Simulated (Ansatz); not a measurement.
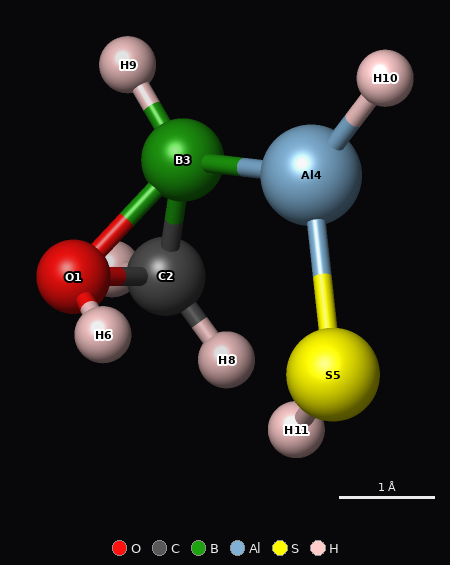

**Figure 1.** The structure as given in the input (ball-and-stick view, seen at a tilt; atoms are numbered from 1 in the order of the input). Sticks mark near contacts.

**CH₆AlBOS: one change and its effect**

System: CH₆AlBOS.
Method of run 1: RKS PBE0-D4/def2-TZVPP (Ansatz 0.2.0).

The geometry comes from this level: PBE0-D4/def2-TZVP. Text and figures count atoms from 1; the logs count them from 0 in places.

## The input, run 1
```yaml
crystal:
  periodic: [false, false, false]
  atoms:
    - {symbol: O, position_ang: [-0.897495, -0.823527, 0.847857]}
    - {symbol: C, position_ang: [-0.201529, 0.362687, 1.408724]}
    - {symbol: B, position_ang: [0.758757, -0.568470, 0.608704]}
    - {symbol: Al, position_ang: [1.054546, -0.190987, -1.447220]}
    - {symbol: S, position_ang: [-0.705720, 0.791863, -2.394897]}
    - {symbol: H, position_ang: [-1.363321, -0.566843, 0.038425]}
    - {symbol: H, position_ang: [-0.274322, 0.307239, 2.490390]}
    - {symbol: H, position_ang: [-0.613641, 1.288918, 1.014110]}
    - {symbol: H, position_ang: [1.348491, -1.400863, 1.233396]}
    - {symbol: H, position_ang: [2.159499, -0.571125, -2.521052]}
    - {symbol: H, position_ang: [-1.199866, 1.314008, -1.257836]}
basis:
  gaussian: {orbitals: def2-TZVPP}
hamiltonian: {xc: pbe0, dispersion: d4}
output: {orbitals: {seedname: orbitals}}
```

Hardware: 4 threads of Oxide Virtual Turin-like, 27 GiB of memory available, shared host.

## Output (run 1)
```
Functional definition: PBE0
  parameter a = 0.25
  parameter kappa = 0.804
  parameter beta = 0.06672455060314922
  exchange = (1 - a)*pbe_x(kappa = kappa, mu = beta*pi^2/3) + a*exact_x
  correlation = pbe_c(beta = beta)
1469 factors; their error is unknown
mean field evaluation 1: about -21275.7133 eV, gradient 4.7e1 eV
mean field evaluation 2: about -21272.5509 eV, gradient 6.2e1 eV
mean field evaluation 4: about -21280.9383 eV, gradient 4.4e0 eV
mean field evaluation 8: about -21280.9712 eV, gradient 4.2e-2 eV
mean field evaluation 16: about -21280.9880 eV, gradient 4.7e-5 eV
mean field -21280.98798741 eV, -782.0618837657 hartree, gradient 4.7e-5 eV, S^2 0.000000; 0 other end points of the search recorded, 0 dependent functions left out
reference -21280.98802190 eV, -782.0618850330 hartree; 27, 27 occupied and 234, 234 virtual orbitals, 1469 factors
Total energy: -21281.20127369 eV, -782.0697218918 hartree
```

Run 2 used a changed input.

## The two runs side by side

| quantity | run 1 | run 2 |
| --- | --- | --- |
| outcome | converged | converged |
| total energy (hartree) | −782.069722 | −781.683576 |
| HOMO (eV) | −7.06 | −7.03 |
| LUMO (eV) | −1.50 | −1.41 |
| basis functions | 261 | 108 |
| wall time (shared host) | 3 s | 1.1 s |

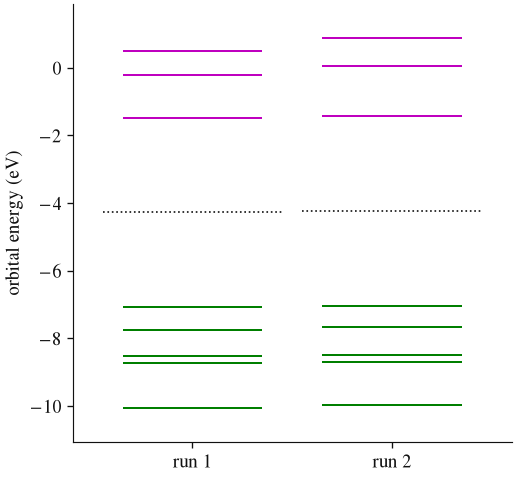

**Figure 2.** The five highest filled and three lowest empty orbital energies of the two runs; the dotted lines part filled from empty levels. The HOMO–LUMO gap is 5.56 eV in run 1 and 5.62 eV in run 2.

What was changed in the input?

The change (lines with − go, lines with + come):
```diff
-  gaussian: {orbitals: def2-TZVPP}
+  gaussian: {orbitals: def2-SVP}
```

The total energy of run 2 is 242.3 kcal/mol higher, which measures the change of basis and not a stability. The LUMO goes from −1.50 to −1.41 eV. The basis functions go from 261 to 108.

## Output (run 2)
```
Functional definition: PBE0
  parameter a = 0.25
  parameter kappa = 0.804
  parameter beta = 0.06672455060314922
  exchange = (1 - a)*pbe_x(kappa = kappa, mu = beta*pi^2/3) + a*exact_x
  correlation = pbe_c(beta = beta)
1237 factors; their error is unknown
mean field evaluation 1: about -21266.7152 eV, gradient 3.7e1 eV
mean field evaluation 2: about -21265.9154 eV, gradient 4.3e1 eV
mean field evaluation 4: about -21270.3111 eV, gradient 2.7e0 eV
mean field evaluation 8: about -21270.3246 eV, gradient 1.4e-2 eV
mean field evaluation 16: about -21270.4804 eV, gradient 4.4e-5 eV
mean field -21270.48042949 eV, -781.6757381344 hartree, gradient 4.4e-5 eV, S^2 0.000000; 0 other end points of the search recorded, 0 dependent functions left out
reference -21270.48045859 eV, -781.6757392037 hartree; 27, 27 occupied and 81, 81 virtual orbitals, 1237 factors
Total energy: -21270.69371038 eV, -781.6835760625 hartree
```
